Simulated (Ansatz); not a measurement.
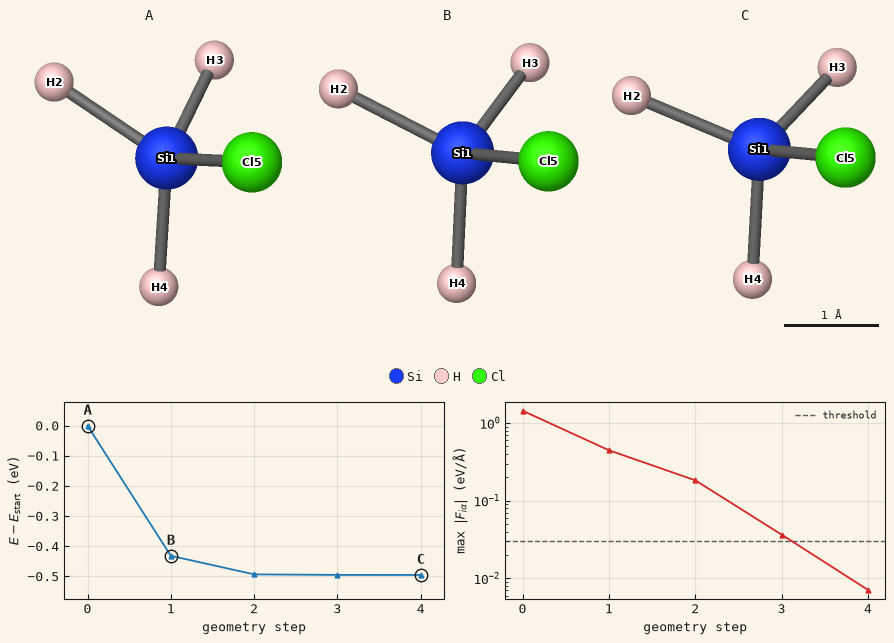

Frames of a relaxation of SiH$_{3}$Cl, marked on the history of the run. The picture is a ball-and-stick view, seen from a free direction.

The run prepares an end point of a later path (reaction) calculation, from a guessed geometry.

Level of theory: RKS PBE-D4/def2-SVPD in Ansatz.

Input
```yaml
crystal:
  periodic: [false, false, false]
  atoms:
    - { symbol: Si, position_ang: [0.154443, 0.008834, 0.109329] }
    - { symbol: H, position_ang: [0.493227, -0.039202, 1.524354] }
    - { symbol: H, position_ang: [1.601493, -0.039233, -0.042702] }
    - { symbol: H, position_ang: [-0.543391, 1.228097, -0.384215] }
    - { symbol: Cl, position_ang: [-0.814572, -1.705197, -0.575966] }
basis:
  gaussian: { orbitals: def2-SVPD }
hamiltonian:
  xc: pbe
  dispersion: d4
relax:
  f_tol: 0.03
  max_steps: 50
output:
  orbitals: {}
```

Command:
```bash
ansatz run input.yaml --threads 1 --pin off --max-ram 2048MiB --backend cpu --events-out ev --progress --plain --runs-dir out
```

> What happens along the run?

The energy falls by 0.495 eV in 4 geometry steps. Largest force component: 1.4 eV/Å at the start, 0.0071 eV/Å at the end. The largest moves after the best rigid fit, 0.30 Å, are those of H2 and H3. Largest moves by element: H 0.30 Å, Si 0.11 Å, Cl 0.07 Å. Some distances before and after: Si1–H2 1.456 → 1.497 Å, Si1–Cl5 2.085 → 2.098 Å, Si1–H4 1.489 → 1.497 Å. Bond angles that change, for instance: H2–Si1–H3 82.5° → 110.8°, H2–Si1–H4 117.3° → 110.9°, H2–Si1–Cl5 113.6° → 108.0°. Cost: 7.5 s on 1 thread of Arm Neoverse V2, with other jobs on the host, peak memory 0.12 GiB. From step 0 to 1: H atoms move most (0.20 Å), energy −0.432 eV. From step 1 to 4: H atoms move most (0.11 Å), energy −0.063 eV.

| step | E − E(0), eV | largest force component, eV/Å |
| --- | --- | --- |
| 0 | 0.0000 | 1.4395 |
| 1 | -0.4318 | 0.4455 |
| 2 | -0.4933 | 0.1828 |
| 3 | -0.4951 | 0.0365 |
| 4 | -0.4952 | 0.0071 |
